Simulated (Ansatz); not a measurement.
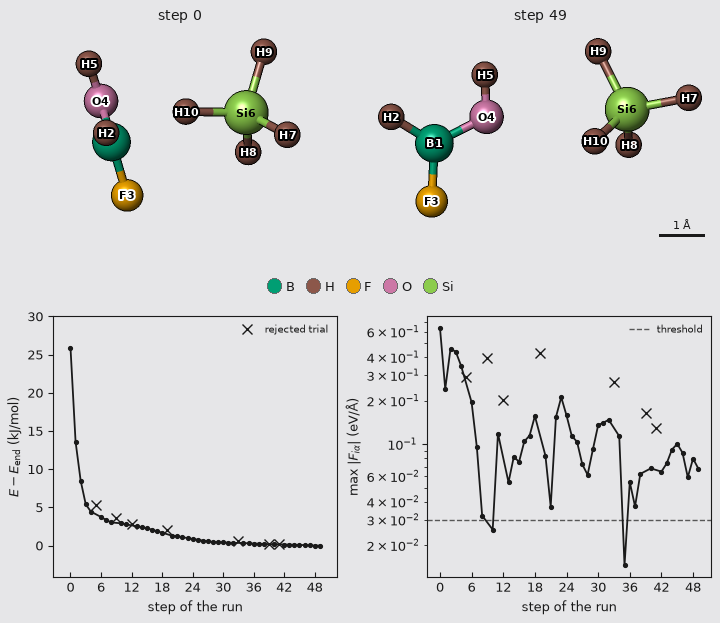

First and last geometry of a relaxation of BSiH₆OF, with the history of the run. The picture is a ball-and-stick view, seen at a tilt.

The run prepares an end point of a later path (reaction) calculation, from a guessed geometry.

These are results of Ansatz, RKS PBE0/6-31G*, not measurements.

Input
```yaml
crystal:
  periodic: [false, false, false]
  atoms:
    - { symbol: B, position_ang: [0.064349, -0.466006, -0.067775] }
    - { symbol: H, position_ang: [-0.000923, -0.817445, 1.067345] }
    - { symbol: F, position_ang: [1.252848, -0.215398, -0.600236] }
    - { symbol: O, position_ang: [-1.014078, -0.334727, -0.875305] }
    - { symbol: H, position_ang: [-1.833865, -0.557888, -0.417671] }
    - { symbol: Si, position_ang: [0.04666, 2.465289, 1.106741] }
    - { symbol: H, position_ang: [0.853179, 3.044257, 2.217381] }
    - { symbol: H, position_ang: [0.762264, 2.644232, -0.182022] }
    - { symbol: H, position_ang: [-1.273756, 3.149857, 1.048397] }
    - { symbol: H, position_ang: [-0.155377, 1.029429, 1.361444] }
basis:
  gaussian: { orbitals: "6-31G*" }
hamiltonian:
  xc: pbe0
relax:
  f_tol: 0.03
  max_steps: 50
output:
  orbitals: {}
```

Launched with:
```bash
ansatz run input.yaml --threads 1 --pin off --max-ram 2048MiB --backend cpu --events-out ev --progress --plain --runs-dir out
```

Read the history and describe the run.

The relaxation stopped without meeting its thresholds, so the last structure isn't shown to be converged. It used up its limit of 50 steps. After 42 accepted moves (49 points after the start) the energy has fallen by 25.9 kJ/mol. Largest force component: 0.64 eV/Å at the start, 0.068 eV/Å at the end. The line search rejected the trial steps at points 5, 9, 12, 19, 33, 39, 41 of the run. The forces were under the threshold at step 10, but the run went on from there. The largest move after the best rigid fit is that of H2, 2.01 Å. Largest moves by element: H 2.01 Å, F 1.27 Å, B 0.86 Å, O 0.84 Å, Si 0.49 Å. Near-neighbour distances that change, for instance: Si6–H10 1.472 → 1.487 Å, B1–H2 1.190 → 1.200 Å. The run took 120 s on 1 thread of Intel(R) Xeon(R) Platinum 8488C (Sapphire Rapids), on a shared host, peak memory 0.19 GiB.
